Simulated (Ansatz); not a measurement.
# AgB (built on the sites of a database entry of InAg): a soft mode frozen in, part 2 of 3

Wanted: the energy along a soft mode of AgB (built on the sites of a database entry of InAg) and the structure at the end.

Ansatz 0.2.0; DFT PBEsol, scalar-relativistic, plane waves, PAW.

So far, highest frequency on the path or at a solved wavevector (cm⁻¹): step 2 (phonons on a q mesh) 305. Also lowest frequency on the path (cm⁻¹): step 2 -142.

The structure was built from a prototype and need not be the compound's stable phase.

## (5) Energy along the mode, all amplitudes (two of the runs are shown above)

An imaginary frequency means negative curvature, so the energy should fall and then rise again as anharmonic terms take over.

This step gave:

| Quantity | Value |
| --- | --- |
| depth at the lowest point sampled | 2.984 meV/atom |
| largest atomic shift at that point | 0.14 Å |

The energy from the parent by largest atomic shift:

```
largest atomic shift (Å)  energy from the parent (meV/atom)
                   0.000                                  0
                   0.040                             -0.476
                   0.080                              -1.59
                   0.140                              -2.98
                   0.220                              -1.90
                   0.320                               11.4
```

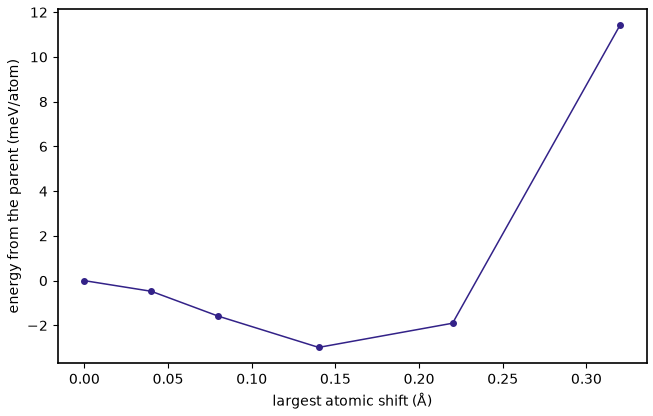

Energy from the parent, plotted against largest atomic shift.

Displacement at unit largest shift by atom:

```
atom   x (Å)   y (Å)   z (Å)   size
  B1  -0.577  -0.577   0.577  0.999
  B2   0.577   0.577  -0.577  0.999
 Ag3   0.000   0.000   0.000  0.000
 Ag4   0.000   0.000   0.000  0.000
```

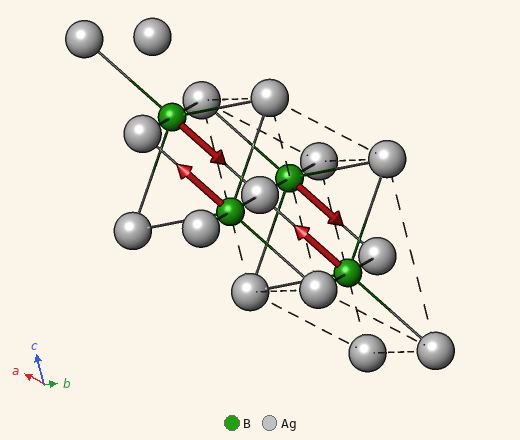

Displacement at unit largest shift as arrows, the longest 0.999 Å. Bonds to atoms that aren't drawn are left out. 2×1×1 cells are drawn. Some periodic images of atoms are drawn too.

The lowest of the steps tried is at 0.14 Å, 2.98 meV/atom below the parent; the bottom of the well need not coincide with a step.

## (6) Relaxing from the distorted cell

Starting from the lowest point found, all atoms and the cell are let go, so that strain and other modes of the same symmetry can join in.

File input.yaml:

```yaml
crystal:
  lattice:
    - [2.8609203463, 2.8609203463, 0.0]
    - [2.8609203463, 0.0, 2.8609203463]
    - [2.8609203463, 0.0, -2.8609203463]
  atoms:
    - { symbol: B, position: [0.4717471904, 0.2641264048, 0.7358735952] }
    - { symbol: B, position: [0.5282528096, 0.7358735952, 0.2641264048] }
    - { symbol: Ag, position: [0.0, 0.0, 1.0] }
    - { symbol: Ag, position: [0.0, 0.5, 0.5] }
kpoints:
  mp_grid: { grid: [14, 14, 14] }
hamiltonian:
  xc: pbesol
scf:
  occupations: { method: methfessel_paxton, width: 0.2 }
output:
  forces: true
  stress: true
  eigenvalues: true
relax:
  adjacent_minimum: "off"
  f_tol: 0.002
  max_steps: 120
  cell: { stress_tol: 0.03 }
```

Launch:

```
> ansatz run input.yaml --threads 4 --pin off --max-ram 7168MiB --backend cpu --events-out ev --progress --plain --runs-dir out
```

Numbers of over 12 decimals in the logs are rounded to 6 here.

Log:

```text
[...]
Crystal: 4 atoms, lattice volume = 46.832 Å³
Basis set: ecut = 420 eV, 941 PW (Γ), exchange–correlation on 60×60×60 points (8 copies of the dense FFT grid, shifted against one another)
Bands: 27, of which v1, the nominal top of the filled ones, is band 22 counted from 1 (21 counted from 0)
Symmetry: 12 space group operations
[...]
k-points: 288 of 2744
[...]
SCF iter   1: F=—  HF=-15344.600102 eV  |F-HF|=—  |Δ(HF+E_count)|=         —  Δρ=1.09e-2  dr2=4.51e-2  ethr=1.77e-3  ⟨swp⟩=4.1  Hψ=26504  notcnv=0
[...]
SCF iter   7: F=-15344.586296 eV  HF=-15344.586296 eV  |F-HF|=9.09e-9  |Δ(HF+E_count)|=   2.32e-8  S|Δr|=    0.00e0  Δρ=5.23e-6  dr2=1.27e-8  ethr=2.27e-10  ⟨swp⟩=3.9  Hψ=22169  notcnv=0
SCF 1 converged in 7 iterations: F = -15344.586296 eV  dr2 = 1.27e-8
[...]
relax step   1: F+E_penalty+E_count = -15344.58629562 eV  Δ(F+E_penalty+E_count) = +0.000e0 eV  max|allowed force component| = 1.453e-2 eV/Å  Δτ_max = 0.0000 Å  P = +0.628 GPa  Ω = 46.832 Å³  (7 SCF iters, dr2 threshold 1.00e-7 eV, accepted)
Crystal: 4 atoms, lattice volume = 47.138 Å³
[...]
SCF iter   6: F=-15344.602552 eV  HF=-15344.602552 eV  |F-HF|=3.24e-8  |Δ(HF+E_count)|=   1.96e-7  S|Δr|=    0.00e0  Δρ=1.21e-5  dr2=6.16e-8  ethr=9.09e-10  ⟨swp⟩=4.9  Hψ=28690  notcnv=0
SCF 2 converged in 6 iterations: F = -15344.602552 eV  dr2 = 6.16e-8
[...]
relax step   2: F+E_penalty+E_count = -15344.60255220 eV  Δ(F+E_penalty+E_count) = -1.626e-2 eV  max|allowed force component| = 7.010e-2 eV/Å  Δτ_max = 0.0138 Å  P = -0.220 GPa  Ω = 47.138 Å³  energy of the carried Pulay correction = -1.995e-4 eV  (6 SCF iters, dr2 threshold 4.00e-7 eV, accepted)
Crystal: 4 atoms, lattice volume = 47.266 Å³
Basis set: ecut = 420 eV, 923 PW (Γ), exchange–correlation on 60×60×60 points (8 copies of the dense FFT grid, shifted against one another)
[...]
SCF iter   6: F=-15344.634021 eV  HF=-15344.634021 eV  |F-HF|=5.71e-8  |Δ(HF+E_count)|=   1.38e-7  S|Δr|=    0.00e0  Δρ=1.58e-5  dr2=8.73e-8  ethr=9.09e-10  ⟨swp⟩=5.0  Hψ=30217  notcnv=0
SCF 3 converged in 6 iterations: F = -15344.634021 eV  dr2 = 8.73e-8
relax step   3: F+E_penalty+E_count = -15344.63402069 eV  Δ(F+E_penalty+E_count) = -3.147e-2 eV  max|allowed force component| = 1.440e-1 eV/Å  Δτ_max = 0.0263 Å  P = -0.236 GPa  Ω = 47.266 Å³  energy of the carried Pulay correction = -2.830e-4 eV  (6 SCF iters, dr2 threshold 4.00e-7 eV, accepted)
[... from here on, the SCF cycles and remarks between the steps are left out ...]
relax step   4: F+E_penalty+E_count = -15344.81005428 eV  Δ(F+E_penalty+E_count) = -1.760e-1 eV  max|allowed force component| = 3.197e-1 eV/Å  Δτ_max = 0.0922 Å  P = +0.900 GPa  Ω = 47.421 Å³  energy of the carried Pulay correction = -3.832e-4 eV  (6 SCF iters, dr2 threshold 4.00e-7 eV, accepted)
relax step   5: F+E_penalty+E_count = -15345.06482358 eV  Δ(F+E_penalty+E_count) = -2.548e-1 eV  max|allowed force component| = 3.389e-1 eV/Å  Δτ_max = 0.1182 Å  P = +2.601 GPa  Ω = 47.702 Å³  energy of the carried Pulay correction = -5.646e-4 eV  (7 SCF iters, dr2 threshold 4.00e-7 eV, accepted)
relax step   6: F+E_penalty+E_count = -15345.22232040 eV  Δ(F+E_penalty+E_count) = -1.575e-1 eV  max|allowed force component| = 2.943e-1 eV/Å  Δτ_max = 0.0853 Å  P = -2.375 GPa  Ω = 49.912 Å³  energy of the carried Pulay correction = -1.954e-3 eV  (7 SCF iters, dr2 threshold 4.00e-7 eV, accepted)
relax step   7: F+E_penalty+E_count = -15345.35572563 eV  Δ(F+E_penalty+E_count) = -1.334e-1 eV  max|allowed force component| = 1.005e-1 eV/Å  Δτ_max = 0.1321 Å  P = -0.266 GPa  Ω = 50.330 Å³  energy of the carried Pulay correction = -2.209e-3 eV  (7 SCF iters, dr2 threshold 4.00e-7 eV, accepted)
relax step   8: F+E_penalty+E_count = -15345.36431994 eV  Δ(F+E_penalty+E_count) = -8.594e-3 eV  max|allowed force component| = 3.553e-2 eV/Å  Δτ_max = 0.0590 Å  P = +0.208 GPa  Ω = 50.722 Å³  energy of the carried Pulay correction = -2.447e-3 eV  (6 SCF iters, dr2 threshold 4.00e-7 eV, accepted)
relax step   9: F+E_penalty+E_count = -15345.36514008 eV  Δ(F+E_penalty+E_count) = -8.201e-4 eV  max|allowed force component| = 5.091e-3 eV/Å  Δτ_max = 0.0120 Å  P = -0.029 GPa  Ω = 50.674 Å³  energy of the carried Pulay correction = -2.418e-3 eV  (5 SCF iters, dr2 threshold 4.00e-7 eV, accepted)
relax step  10: F+E_penalty+E_count = -15345.36518249 eV  Δ(F+E_penalty+E_count) = -4.241e-5 eV  max|allowed force component| = 2.737e-5 eV/Å  Δτ_max = 0.0005 Å  P = -0.003 GPa  Ω = 50.673 Å³  energy of the carried Pulay correction = -2.417e-3 eV  (4 SCF iters, dr2 threshold 1.55e-7 eV, accepted)
relax step  11: F+E_penalty+E_count = -15345.45368300 eV  Δ(F+E_penalty+E_count) = -8.850e-2 eV  max|allowed force component| = 2.261e-2 eV/Å  Δτ_max = 0.0000 Å  P = +2.331 GPa  Ω = 50.673 Å³  stress off target by 6.35e0 GPa  SCF on the basis re-selected at this cell (its energy is not comparable with the rows above)  (8 SCF iters)
relax step  12: F+E_penalty+E_count = -15345.50334142 eV  Δ(F+E_penalty+E_count) = -4.966e-2 eV  max|allowed force component| = 9.739e-3 eV/Å  Δτ_max = 0.0520 Å  P = +1.642 GPa  Ω = 51.778 Å³  energy of the carried Pulay correction = -7.116e-4 eV  (6 SCF iters, dr2 threshold 4.00e-7 eV, accepted)
relax step  13: F+E_penalty+E_count = -15345.54086210 eV  Δ(F+E_penalty+E_count) = -3.752e-2 eV  max|allowed force component| = 1.889e-3 eV/Å  Δτ_max = 0.0664 Å  P = +0.496 GPa  Ω = 53.449 Å³  energy of the carried Pulay correction = -1.767e-3 eV  (7 SCF iters, dr2 threshold 4.00e-7 eV, accepted)
relax step  14: F+E_penalty+E_count = -15345.54801267 eV  Δ(F+E_penalty+E_count) = -7.151e-3 eV  max|allowed force component| = 1.200e-2 eV/Å  Δτ_max = 0.0431 Å  P = +0.477 GPa  Ω = 54.358 Å³  energy of the carried Pulay correction = -2.295e-3 eV  (6 SCF iters, dr2 threshold 4.00e-7 eV, accepted)
relax step  15: F+E_penalty+E_count = -15345.54817311 eV  Δ(F+E_penalty+E_count) = -1.604e-4 eV  max|allowed force component| = 1.479e-3 eV/Å  Δτ_max = 0.0023 Å  P = -0.086 GPa  Ω = 54.544 Å³  energy of the carried Pulay correction = -2.427e-3 eV  (5 SCF iters, dr2 threshold 4.00e-7 eV, accepted)
relax step  16: F+E_penalty+E_count = -15345.54820529 eV  Δ(F+E_penalty+E_count) = -3.218e-5 eV  max|allowed force component| = 2.161e-7 eV/Å  Δτ_max = 0.0001 Å  P = -0.002 GPa  Ω = 54.512 Å³  energy of the carried Pulay correction = -2.404e-3 eV  (4 SCF iters, dr2 threshold 2.37e-8 eV, accepted)
relax step  17: F+E_penalty+E_count = -15345.55297935 eV  Δ(F+E_penalty+E_count) = -4.774e-3 eV  max|allowed force component| = 1.476e-3 eV/Å  Δτ_max = 0.0000 Å  P = +0.094 GPa  Ω = 54.512 Å³  stress off target by 2.35e-1 GPa  SCF on the basis re-selected at this cell (its energy is not comparable with the rows above)  (7 SCF iters)
relax step  18: F+E_penalty+E_count = -15345.55304743 eV  Δ(F+E_penalty+E_count) = -6.808e-5 eV  max|allowed force component| = 1.232e-4 eV/Å  Δτ_max = 0.0049 Å  P = +0.018 GPa  Ω = 54.654 Å³  energy of the carried Pulay correction = -9.072e-5 eV  (5 SCF iters, dr2 threshold 1.38e-7 eV, accepted)
relax step  19: F+E_penalty+E_count = -15345.55303333 eV  Δ(F+E_penalty+E_count) = +1.410e-5 eV  max|allowed force component| = 3.761e-5 eV/Å  Δτ_max = 0.0009 Å  P = +0.000 GPa  Ω = 54.682 Å³  energy of the carried Pulay correction = -1.088e-4 eV  (5 SCF iters, dr2 threshold 4.02e-9 eV, accepted)
[...]
SCF iter   4: F=-15345.553146 eV  HF=-15345.553146 eV  |F-HF|=1.82e-12  |Δ(HF+E_count)|=  1.47e-10  S|Δr|=    0.00e0  Δρ=1.68e-7  dr2=1.26e-11  ethr=1.00e-12  ⟨swp⟩=3.9  Hψ=36817  notcnv=0
SCF 20 converged in 4 iterations: F = -15345.553146 eV  dr2 = 1.26e-11
relax step  20: F+E_penalty+E_count = -15345.55314646 eV  Δ(F+E_penalty+E_count) = -1.131e-4 eV  max|allowed force component| = 7.468e-5 eV/Å  Δτ_max = 0.0000 Å  P = -0.001 GPa  Ω = 54.682 Å³  stress off target by 1.51e-3 GPa  SCF on the basis re-selected at this cell (its energy is not comparable with the rows above)  (4 SCF iters)
[...]
SCF converged after 4 iterations
[...]
Free energy (F): -15345.553146 eV
[...]
Internal energy: -15345.553493 eV  (E = F + TS)
E sigma→0 (E₀):  -15345.553233 eV
Entropy (-TS):   0.000346 eV (0.087 meV/atom)
Fermi energy:    13.602795 eV
[...]
--- Forces (eV/Å), atoms counted from 1 ---
  atom   1  B     -0.00007468    -0.00007468     0.00007468
  atom   2  B      0.00007468     0.00007468    -0.00007468
  atom   3  Ag    -0.00000000    -0.00000000    -0.00000000
  atom   4  Ag    -0.00000000     0.00000000    -0.00000000
  max |Σ_I F_I| component: 1.85e-17 eV/Å
--- Stress (GPa, compression-positive) ---
       -0.000669      -0.000421       0.000421
       -0.000421      -0.000669       0.000421
        0.000421       0.000421      -0.000669
  P = ⅓ Tr σ = -0.0007 GPa (-0.007 kbar)
--- Band table (eV; the first three rows and the last of 288) ---
  k-point 0: bands = [... 18 lower, 9.4188, 9.4696, 13.7478, 14.4495, 15.4202, 15.4202, 15.7670, 15.7670, ... 1 higher]
  k-point 1: bands = [... 18 lower, 9.3991, 9.8831, 13.7009, 14.4232, 14.5378, 14.5497, 16.6839, 16.7015, ... 1 higher]
  k-point 2: bands = [... 18 lower, 9.3556, 10.4056, 12.8604, 13.5748, 14.3044, 14.5914, 17.5324, 17.6656, ... 1 higher]
  k-point 287: bands = [... 18 lower, 8.9944, 8.9944, 14.4646, 15.3470, 15.3470, 15.8391, 15.8391, 17.1132, ... 1 higher]
--- Relaxed structure (17 steps of the walk, 17 accepted, 3 SCFs on fresh bases) ---
  F+E_penalty+E_count = -15345.55314646 eV   max|allowed force component| = 7.468e-5 eV/Å   (the final SCF, on the basis selected at the relaxed cell)
  cell:  # Å, volume = 54.6822 Å³
    - [3.472929, 3.472929, -0.819243]
    - [2.653686, 0.0, 2.653686]
    - [3.472929, 0.819243, -3.472929]
  atoms:
    - { symbol: B, position: [0.334390, 0.332805, 0.667195] }
    - { symbol: B, position: [0.665610, 0.667195, 0.332805] }
    - { symbol: Ag, position: [0.0, 0.0, 1.0] }
    - { symbol: Ag, position: [1.3877787807814457e-17, 0.500000, 0.500000] }
```

Run time: 3 min. Hardware: 4 threads of Arm Neoverse N1, shared host; peak memory 0.61 GiB.

Step by step:

```
step  energy less that of the first step (eV)  largest force component (eV/Å)  pressure (GPa)  volume (Å³)
   1                                   0.0000                          0.0145            0.63        46.83
   2                                  -0.0163                          0.0701           -0.22        47.14
   3                                  -0.0477                          0.1440           -0.24        47.27
   4                                  -0.2238                          0.3197            0.90        47.42
   5                                  -0.4785                          0.3389            2.60        47.70
   6                                  -0.6360                          0.2943           -2.37        49.91
   7                                  -0.7694                          0.1005           -0.27        50.33
   8                                  -0.7780                          0.0355            0.21        50.72
   9                                  -0.7788                          0.0051           -0.03        50.67
  10                                  -0.7789                          0.0000            0.00        50.67
 11*                                  -0.8674                          0.0226            2.33        50.67
  12                                  -0.9170                          0.0097            1.64        51.78
  13                                  -0.9546                          0.0019            0.50        53.45
  14                                  -0.9617                          0.0120            0.48        54.36
  15                                  -0.9619                          0.0015           -0.09        54.54
  16                                  -0.9619                          0.0000            0.00        54.51
 17*                                  -0.9667                          0.0015            0.09        54.51
  18                                  -0.9668                          0.0001            0.02        54.65
  19                                  -0.9667                          0.0000            0.00        54.68
 20*                                  -0.9669                          0.0001            0.00        54.68
```

Relaxation steps marked * repeat the geometry before them on a plane-wave basis chosen anew for their cell, so energy and pressure can jump there.

Forces are held to the 12 operations that the run works with; a distortion that breaks them can't arise in this run.

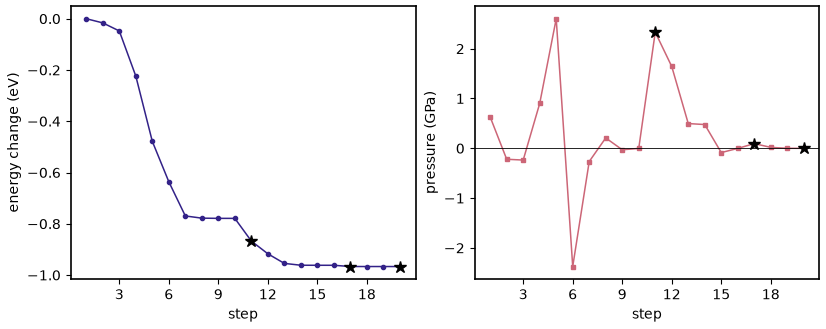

Energy and pressure along the relaxation. Stars mark steps on a basis chosen anew.

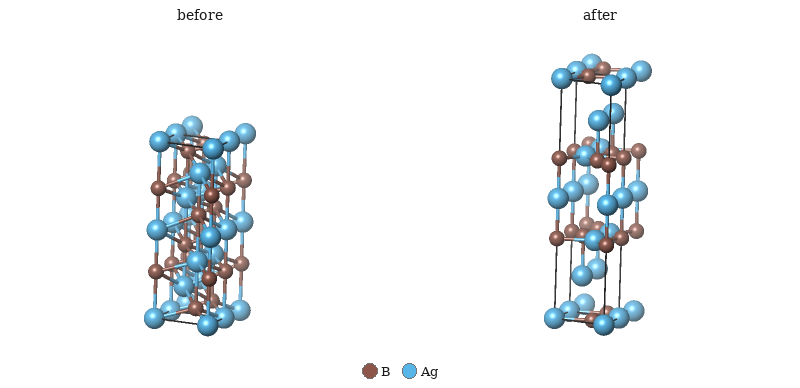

Before and after, at one scale. Bonds to atoms that aren't drawn are left out.

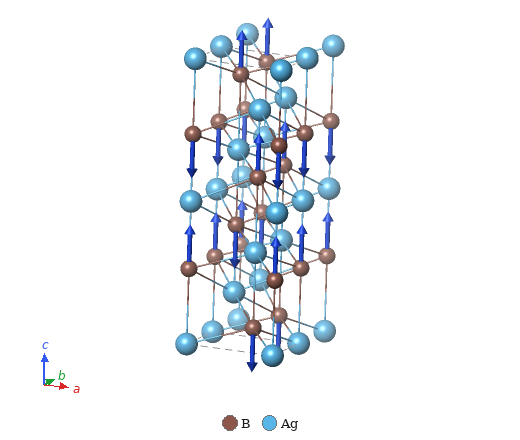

Displacements in the relaxation, exaggerated, measured against the changing cell; the longest in the cell stands for 0.92 Å. 1×2×1 conventional cells are drawn. Some periodic images of atoms are drawn too.

```
     cell as run  before  after   change
           a (Å)   4.046  4.979  +23.1 %
           b (Å)   4.046  3.753   -7.2 %
           c (Å)   4.046  4.979  +23.1 %
           β (°)   60.00  44.28  -26.2 %
           γ (°)   60.00  67.86  +13.1 %
volume (Å³/atom)   11.71  13.67  +16.8 %
```

The atoms that moved most (Å, as changes of fractional coordinates times the final cell):

```
atom      dx      dy      dz  length
  B2   0.533   0.533  -0.533   0.924
  B1  -0.533  -0.533   0.533   0.924
```

The relaxed structure:

```xyz
4
Lattice="3.4729 3.4729 -0.8192 2.6537 0.0000 2.6537 3.4729 0.8192 -3.4729" Properties=species:S:1:pos:R:3 pbc="T T T"
B     4.3616    1.7079   -1.7079
B     5.2379    2.5843    0.0694
Ag    3.4729    0.8192   -3.4729
Ag    3.0633    0.4096   -0.4096
```

This step gave:

```
pressure        : -6.69e-4 GPa
volume per atom : 13.67 Å³
```

The distorted start has space group R-3m; the relaxation ends in R-3m.

## (7) The new phase in its own primitive cell

The relaxed structure is symmetrised, reduced to its primitive cell and relaxed tightly, as its phonons need.

input.yaml, the sections that differ from step 6:

```yaml
crystal:
  lattice:
    - [1.8764396065, 1.0833629119, 4.4831834972]
    - [-1.8764396065, 1.0833629119, 4.4831834972]
    - [0.0, -2.1667258238, 4.4831834972]
  atoms:
    - { symbol: B, position: [0.3328048258, 0.3328048258, 0.3328048258] }
    - { symbol: B, position: [0.6671951742, 0.6671951742, 0.6671951742] }
    - { symbol: Ag, position: [0.0, 0.0, 0.0] }
    - { symbol: Ag, position: [0.5, 0.5, 0.5] }
kpoints:
  mp_grid: { grid: [15, 15, 15] }
relax:
  adjacent_minimum: "off"
  f_tol: 0.001
  max_steps: 60
  cell: { stress_tol: 0.01 }
# hamiltonian, scf, output: as in step 6
```

Log:

```text
[...]
Crystal: 4 atoms, lattice volume = 54.682 Å³
Basis set: ecut = 420 eV, 1101 PW (Γ), exchange–correlation on 72×72×72 points (8 copies of the dense FFT grid, shifted against one another)
Bands: 27, of which v1, the nominal top of the filled ones, is band 22 counted from 1 (21 counted from 0)
Symmetry: 12 space group operations
[...]
k-points: 344 of 3375
[...]
--- Relaxed structure (5 steps of the walk, 5 accepted, 1 SCFs on fresh bases) ---
[...]
cell:  # Å, volume = 54.7403 Å³
    - [1.876467, 1.083378, 4.487818]
    - [-1.876467, 1.083378, 4.487818]
    - [0, -2.166757, 4.487818]
  atoms:
    - { symbol: B, position: [0.333099, 0.333099, 0.333099] }
    - { symbol: B, position: [0.666901, 0.666901, 0.666901] }
    - { symbol: Ag, position: [0, 0, 0] }
    - { symbol: Ag, position: [0.5, 0.5, 0.5] }
[key lines of the parts left out:]
SCF converged after 5 iterations
Free energy (F): -15345.551477 eV
Fermi energy:    13.595074 eV
P = ⅓ Tr σ = 0.0005 GPa (0.005 kbar)
```

Run time: 63 s. Hardware: 4 threads; peak memory 0.68 GiB.

Step by step:

```
step  energy less that of the first step (eV)  largest force component (eV/Å)  pressure (GPa)  volume (Å³)
   1                                   0.0000                          0.0089            0.01        54.68
   2                                   0.0000                          0.0065           -0.01        54.70
   3                                   0.0000                          0.0011            0.01        54.73
   4                                   0.0000                          0.0006            0.00        54.74
   5                                   0.0000                          0.0000            0.00        54.74
  6*                                   0.0000                          0.0000            0.00        54.74
```

Relaxation steps marked * repeat the geometry before them on a plane-wave basis chosen anew for their cell, so energy and pressure can jump there.

Forces are held to the 12 operations that the run works with; a distortion that breaks them can't arise in this run.

```
conventional cell, symmetrised  before   after  change
                         a (Å)   3.753   3.753  +0.0 %
                         b (Å)   3.753   3.753  +0.0 %
                         c (Å)  13.450  13.463  +0.1 %
              volume (Å³/atom)   13.67   13.69  +0.1 %
```

The relaxed structure:

```xyz
4
Lattice="1.8765 1.0834 4.4878 -1.8765 1.0834 4.4878 0.0000 -2.1668 4.4878" Properties=species:S:1:pos:R:3 pbc="T T T"
B     0.0000    0.0000    4.4847
B     0.0000    0.0000    8.9788
Ag    0.0000    0.0000    0.0000
Ag    0.0000    0.0000    6.7317
```

This step gave:

| Property | Result |
| --- | --- |
| pressure | 5.47e-4 GPa |
| volume per atom | 13.69 Å³ |

The largest force component left is 0.016 meV/Å and the pressure is 0.001 GPa, within the tolerances set. The cell now holds 13.69 Å³/atom.

(Part 2 of 3 ends here.)

[Logs are printed without paths, hosts, clocks, repeated set-up lines and the standing remarks that a program may print on its own settings, such as how far it seeks lower states.]

[Hosts, paths, dates, database ids (printed as entryN), source tags and the programs' standing remarks are cut or masked in the printed files.]
